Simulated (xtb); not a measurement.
## SiNH2Cl: geometry relaxation (part 3 of 3)

Continued. System: SiNH2Cl, SMILES N[Si]Cl. Method: GFN2-xTB (xtb 6.7.1). 

## What the program printed, continued
```
         :::::::::::::::::::::::::::::::::::::::::::::::::::::
         ::                     SUMMARY                     ::
         :::::::::::::::::::::::::::::::::::::::::::::::::::::
         :: total energy             -10.239854359579 Eh    ::
         :: gradient norm              0.000046869560 Eh/a0 ::
         :: HOMO-LUMO gap              3.245397137331 eV    ::
         ::.................................................::
         :: SCC energy               -10.300068991499 Eh    ::
         :: -> isotropic ES            0.023715784448 Eh    ::
         :: -> anisotropic ES         -0.004711502992 Eh    ::
         :: -> anisotropic XC         -0.004139222486 Eh    ::
         :: -> dispersion             -0.002607872981 Eh    ::
         :: repulsion energy           0.060214631920 Eh    ::
         :: add. restraining           0.000000000000 Eh    ::
         :: total charge               0.000000000000 e     ::
         :::::::::::::::::::::::::::::::::::::::::::::::::::::

           -------------------------------------------------
          |                Numerical Hessian                |
           -------------------------------------------------
step length          :   0.00500
SCC accuracy         :   0.30000
Hessian scale factor :   1.00000
frozen atoms in %    :   0.00000    0
RMS gradient         :   0.00005
estimated CPU  time      0.00 min

writing file <hessian>.

 projected vibrational frequencies (cm⁻¹)
eigval :       -0.00    -0.00    -0.00    -0.00     0.00     0.00
eigval :      224.98   352.25   396.67   415.66   755.17   910.98
eigval :     1487.71  3395.44  3512.62
           -------------------------------------------------
          |                Property Printout                |
           -------------------------------------------------

    * Orbital Energies and Occupations

         #    Occupation            Energy/Eh            Energy/eV
      -------------------------------------------------------------
         1        2.0000           -1.0281703             -27.9779
         2        2.0000           -0.6571013             -17.8806
         3        2.0000           -0.5690491             -15.4846
         4        2.0000           -0.5200053             -14.1501
         5        2.0000           -0.4466888             -12.1550
         6        2.0000           -0.4156280             -11.3098
         7        2.0000           -0.4084037             -11.1132
         8        2.0000           -0.3984312             -10.8419
         9        2.0000           -0.3547753              -9.6539 (HOMO)
        10                         -0.2355092              -6.4085 (LUMO)
        11                         -0.1773188              -4.8251
        12                         -0.1246336              -3.3915
        13                         -0.0158949              -0.4325
        14                          0.0137883               0.3752
        15                          0.0183539               0.4994
        16                          0.0497313               1.3533
        17                          0.0550278               1.4974
        18                          0.0550925               1.4991
        19                          0.0656521               1.7865
        20                          0.0722110               1.9650
       ...                                ...                  ...
        24                          0.6863927              18.6777
      -------------------------------------------------------------
                  HL-Gap            0.1192662 Eh            3.2454 eV
             Fermi-level           -0.2951423 Eh           -8.0312 eV

     #   Z          covCN         q      C6AA      α(0)
     1   7 N        2.543    -0.377    29.760     8.102
     2  14 Si       1.622     0.428   184.524    28.897
     3  17 Cl       0.803    -0.363   110.771    16.100
     4   1 H        0.861     0.145     1.438     1.878
     5   1 H        0.860     0.167     1.290     1.779

 Mol. C6AA /au·bohr⁶  :        990.261933
 Mol. C8AA /au·bohr⁸  :      45661.901879
 Mol. α(0) /au        :         56.756282

Wiberg/Mayer (AO) data.
largest (>0.10) Wiberg bond orders for each atom

 ---------------------------------------------------------------------------
     #   Z sym  total        # sym  WBO       # sym  WBO       # sym  WBO
 ---------------------------------------------------------------------------
     1   7 N    3.287 --     2 Si   1.337     4 H    0.970     5 H    0.944
     2  14 Si   2.393 --     1 N    1.337     3 Cl   1.028
     3  17 Cl   1.073 --     2 Si   1.028
     4   1 H    0.979 --     1 N    0.970
     5   1 H    0.972 --     1 N    0.944
 ---------------------------------------------------------------------------

Topologies differ in total number of bonds
Writing topology from bond orders to xtbtopo.mol

molecular dipole:
                 x           y           z       tot (Debye)
 q only:       -0.513       1.241       0.461
   full:       -0.211       0.822      -0.390       2.373
molecular quadrupole (traceless):
                xx          xy          yy          xz          yz          zz
 q only:        0.458       2.465      -5.896      -0.866       0.327       5.438
  q+dip:        0.447       1.122      -2.193      -0.146      -0.149       1.746
   full:        1.576       1.319      -1.467       0.433      -0.137      -0.109

           -------------------------------------------------
          |                Geometry Summary                 |
           -------------------------------------------------

      molecular mass/u    :       79.5610210
   center of mass at/Å    :        0.2406957      -0.9303648       0.5653278
  moments of inertia/u·Å² :        0.2563851E+02   0.1099938E+03   0.1356323E+03
rotational constants/cm⁻¹ :        0.6575122E+00   0.1532599E+00   0.1242892E+00

 * 4 selected distances

     #   Z          #   Z                                           value/Å
     1   7 N        2  14 Si                                      1.7060376
     2  14 Si       3  17 Cl                                      2.0875363 (max)
     1   7 N        4   1 H                                       1.0058711 (min)
     1   7 N        5   1 H                                       1.0119055

 * 3 distinct bonds (by element types)

   Z      Z             #   av. dist./Å        max./Å        min./Å
   1 H    7 N           2     1.0088883     1.0119055     1.0058711
   7 N   14 Si          1     1.7060376     1.7060376     1.7060376
  14 Si  17 Cl          1     2.0875363     2.0875363     2.0875363

           -------------------------------------------------
          |               Frequency Printout                |
           -------------------------------------------------
 projected vibrational frequencies (cm⁻¹)
eigval :       -0.00    -0.00    -0.00    -0.00     0.00     0.00
eigval :      224.98   352.25   396.67   415.66   755.17   910.98
eigval :     1487.71  3395.44  3512.62
 reduced masses (amu)
   1: 19.59   2: 29.38   3: 32.81   4: 32.90   5: 28.01   6: 12.14   7: 19.44   8:  1.69
   9: 30.51  10:  3.86  11:  4.49  12: 17.57  13:  2.65  14:  1.67  15:  1.97
 IR intensities (km·mol⁻¹)
   1:  0.75   2:  0.41   3:  0.62   4:  0.66   5:  0.12   6:  2.78   7:  7.65   8:  0.78
   9: 86.69  10:165.25  11:110.17  12:106.57  13: 48.96  14:  2.14  15:  0.11
 Raman intensities (Ä⁴*amu⁻¹)
   1:  0.00   2:  0.00   3:  0.00   4:  0.00   5:  0.00   6:  0.00   7:  0.00   8:  0.00
   9:  0.00  10:  0.00  11:  0.00  12:  0.00  13:  0.00  14:  0.00  15:  0.00
 output can be read by thermo (or use thermo option).
Molecule has the following symmetry elements: (sigma)
It seems to be the Cs point group
 writing <g98.out> molden fake output.
 recommended (thermochemical) frequency scaling factor: 1.0
           -------------------------------------------------
          |             Thermodynamic Functions             |
           -------------------------------------------------

cs  symmetry found (for desy threshold:  0.10E+00) used in thermo

          ...................................................
          :                      SETUP                      :
          :.................................................:
          :  # frequencies                           9      :
          :  # imaginary freq.                       0      :
          :  linear?                             false      :
          :  only rotor calc.                    false      :
          :  symmetry                               cs      :
          :  rotational number                       1      :
          :  scaling factor                  1.0000000      :
          :  rotor cutoff                   50.0000000 cm⁻¹ :
          :  imag. cutoff                  -20.0000000 cm⁻¹ :
          :.................................................:

    mode    ω/cm⁻¹     T·S(HO)/kcal·mol⁻¹    T·S(FR)/kcal·mol⁻¹   T·S(vib)
   ------------------------------------------------------------------------
       1    224.98    -0.57205 ( 99.76%)    -0.61076 (  0.24%)    -0.57215
   ------------------------------------------------------------------------

   temp. (K)  partition function   enthalpy   heat capacity  entropy
                                   cal/mol     cal/K/mol   cal/K/mol   J/K/mol
 298.15  VIB   2.61                 1027.757      7.576      5.351
         ROT  0.472E+05              888.752      2.981     24.370
         INT  0.123E+06             1916.509     10.557     29.721
         TR   0.687E+27             1481.254      4.968     39.019
         TOT                        3397.7631    15.5249    68.7393   287.6051

       T/K    H(0)-H(T)+PV         H(T)/Eh          T*S/Eh         G(T)/Eh
   ------------------------------------------------------------------------
    298.15    0.541468E-02    0.315031E-01    0.326602E-01   -0.115715E-02
   ------------------------------------------------------------------------

         :::::::::::::::::::::::::::::::::::::::::::::::::::::
         ::                  THERMODYNAMIC                  ::
         :::::::::::::::::::::::::::::::::::::::::::::::::::::
         :: total free energy         -10.241011509208 Eh   ::
         ::.................................................::
         :: total energy              -10.239854359580 Eh   ::
         :: zero point energy           0.026088418364 Eh   ::
         :: G(RRHO) w/o ZPVE           -0.027245567992 Eh   ::
         :: G(RRHO) contrib.           -0.001157149628 Eh   ::
         :::::::::::::::::::::::::::::::::::::::::::::::::::::

optimized geometry written to: xtbopt.xyz

           -------------------------------------------------
          | TOTAL ENERGY              -10.239854359580 Eh   |
          | TOTAL ENTHALPY            -10.208351261106 Eh   |
          | TOTAL FREE ENERGY         -10.241011509208 Eh   |
          | GRADIENT NORM               0.000046840257 Eh/α |
          | HOMO-LUMO GAP               3.245397819004 eV   |
           -------------------------------------------------

------------------------------------------------------------------------
------------------------------------------------------------------------
 total:
 *  cpu-time:     0 d,  0 h,  0 min,  0.257 sec
 * ratio c/w:     0.976 speedup
 SCF:
 *  cpu-time:     0 d,  0 h,  0 min,  0.010 sec
 * ratio c/w:     0.968 speedup
 ANC optimizer:
 *  cpu-time:     0 d,  0 h,  0 min,  0.068 sec
 * ratio c/w:     0.982 speedup
 analytical hessian:
 *  cpu-time:     0 d,  0 h,  0 min,  0.160 sec
 * ratio c/w:     0.975 speedup
```

## File xtbopt.xyz
```
5
 energy: -10.239854359579 gnorm: 0.000046869560 xtb: 6.7.1
N           -0.14968626002801        0.59953242024002       -0.17650796123651
Si          -0.08392513564126       -0.34948024303505        1.23968910784608
Cl           0.67557832622425       -2.09982351055051        0.39277717385751
H           -0.47559251332182        1.55106862078253       -0.18835828927640
H            0.13077607379757        0.27642250772833       -1.09351033142355
```

## Standard error
```
normal termination of xtb
```

## Trajectory as extended XYZ (Å, eV, eV/Å), 10 frames, from step=0 to step=9
```
5
Properties=species:S:1:pos:R:3 step=0 energy=-278.20420
N    -0.1731    0.6453   -0.2360
Si   -0.0725   -0.3454    1.2980
Cl    0.6629   -2.0964    0.3960
H    -0.4926    1.5063   -0.1280
H     0.1725    0.2680   -1.1558
5
Properties=species:S:1:pos:R:3 step=1 energy=-278.56317
N    -0.1622    0.6193   -0.2215
Si   -0.0677   -0.3486    1.2465
Cl    0.6676   -2.1088    0.4078
H    -0.5002    1.5476   -0.1387
H     0.1596    0.2682   -1.1200
5
Properties=species:S:1:pos:R:3 step=2 energy=-278.62691
N    -0.1431    0.5966   -0.1950
Si   -0.0779   -0.3356    1.2284
Cl    0.6668   -2.0897    0.3932
H    -0.4937    1.5444   -0.1570
H     0.1450    0.2619   -1.0955
5
Properties=species:S:1:pos:R:3 step=3 energy=-278.63448
N    -0.1316    0.6089   -0.1887
Si   -0.0860   -0.3491    1.2195
Cl    0.6784   -2.1171    0.4137
H    -0.4877    1.5536   -0.1607
H     0.1241    0.2814   -1.1097
5
Properties=species:S:1:pos:R:3 step=4 energy=-278.63964
N    -0.1474    0.5960   -0.1826
Si   -0.0886   -0.3495    1.2371
Cl    0.6781   -2.1039    0.4019
H    -0.4711    1.5512   -0.1751
H     0.1262    0.2839   -1.1071
5
Properties=species:S:1:pos:R:3 step=5 energy=-278.64024
N    -0.1525    0.5959   -0.1813
Si   -0.0833   -0.3498    1.2370
Cl    0.6764   -2.1052    0.4010
H    -0.4737    1.5506   -0.1806
H     0.1302    0.2861   -1.1020
5
Properties=species:S:1:pos:R:3 step=6 energy=-278.64052
N    -0.1449    0.5995   -0.1765
Si   -0.0838   -0.3503    1.2397
Cl    0.6747   -2.0998    0.3947
H    -0.4780    1.5487   -0.1881
H     0.1291    0.2797   -1.0958
5
Properties=species:S:1:pos:R:3 step=7 energy=-278.64062
N    -0.1514    0.5990   -0.1772
Si   -0.0833   -0.3496    1.2392
Cl    0.6756   -2.1002    0.3935
H    -0.4750    1.5511   -0.1878
H     0.1313    0.2774   -1.0936
5
Properties=species:S:1:pos:R:3 step=8 energy=-278.64063
N    -0.1497    0.5995   -0.1764
Si   -0.0843   -0.3495    1.2397
Cl    0.6758   -2.0997    0.3927
H    -0.4752    1.5512   -0.1882
H     0.1305    0.2762   -1.0936
5
Properties=species:S:1:pos:R:3 step=9 energy=-278.64063
N    -0.1497    0.5995   -0.1765
Si   -0.0839   -0.3495    1.2397
Cl    0.6756   -2.0998    0.3928
H    -0.4756    1.5511   -0.1884
H     0.1308    0.2764   -1.0935
```

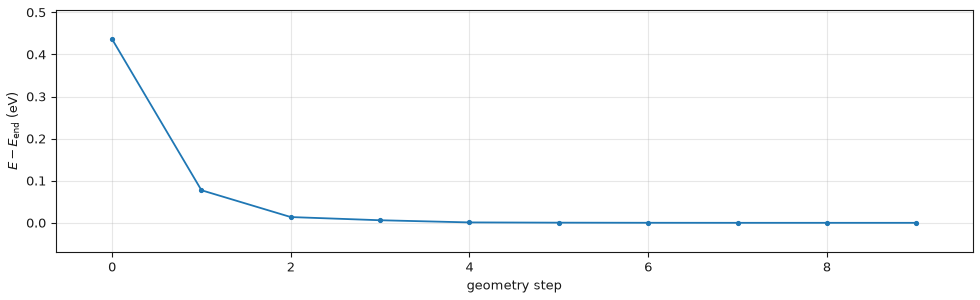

Fig. 1: Progress of the relaxation, step by step (steps are counted from 0).

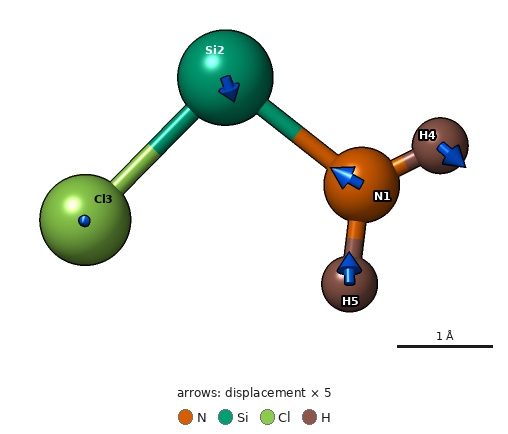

Fig. 2: The starting structure with the displacements as blue arrows, magnified 5 times (ball-and-stick view, seen at a tilt). The two geometries are laid on each other by the best rigid fit. Over 9 geometry steps the energy falls by 0.436 eV. The atom that moves furthest after the best rigid fit is N1 (0.078 Å). Largest moves by element: N 0.078 Å, H 0.076 Å, Si 0.060 Å, Cl 0.019 Å. Distances before and after: N1–Si2 1.829 → 1.706 Å, N1–H4 0.925 → 1.006 Å, N1–H5 1.053 → 1.012 Å, Si2–Cl3 2.102 → 2.088 Å. Among the angles that change: H4–N1–H5 123.3° → 112.4°, Si2–N1–H4 115.2° → 123.3°, Si2–N1–H5 121.4° → 124.3°. (Atoms are counted from 1 in the order of the input.)

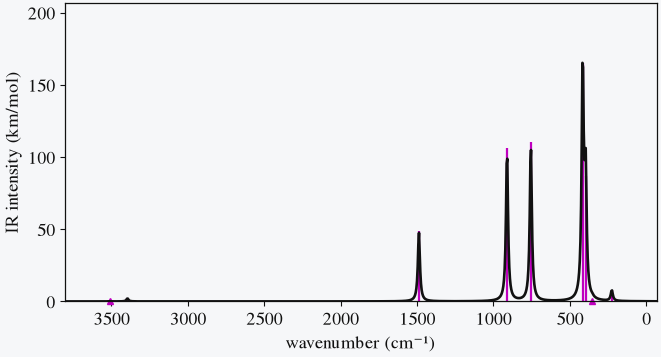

Fig. 3: Harmonic infrared spectrum, unscaled: sticks (degenerate modes added up, dark ones marked on the axis) with a Lorentzian envelope of 16 cm⁻¹ full width, scaled to the tallest stick. 9 modes from 225 to 3513 cm⁻¹, none imaginary. The strongest line is at 416 cm⁻¹ (165 km/mol). All modes, in cm⁻¹ (km/mol): 225 (7.6), 352 (0.8), 397 (87), 416 (165), 755 (110), 911 (107), 1488 (49), 3395 (2.1), 3513 (0.1).

This output came from the following input.

## Input (mol.xyz)
```
5

N     -0.17313     0.64529    -0.23602
Si    -0.07253    -0.34544     1.29797
Cl     0.66285    -2.09642     0.39598
H     -0.49258     1.50625    -0.12803
H      0.17254     0.26804    -1.15581
```

## File detailed.inp
```
$chrg 0
$spin 0
$end
```

Command:
```bash
xtb mol.xyz --ohess extreme --gfn 2 -I detailed.inp > xtb.out
```

## Summary

- outcome: converged
- electrons treated: 18
- total energy: −10.239854 hartree
- dispersion energy: −0.002608 hartree
- basis functions: 26
- HOMO: −9.65 eV
- LUMO: −6.41 eV
- zero-point energy: 0.026088 hartree
- dipole moment: 2.37 D
- wavenumbers, lowest and highest: 225 and 3513 cm⁻¹
- hardware: 1 thread of Intel Xeon @ 2.50GHz (Skylake/Cascade Lake), 189 GiB of memory available, shared host
- peak memory: 0.071 GiB
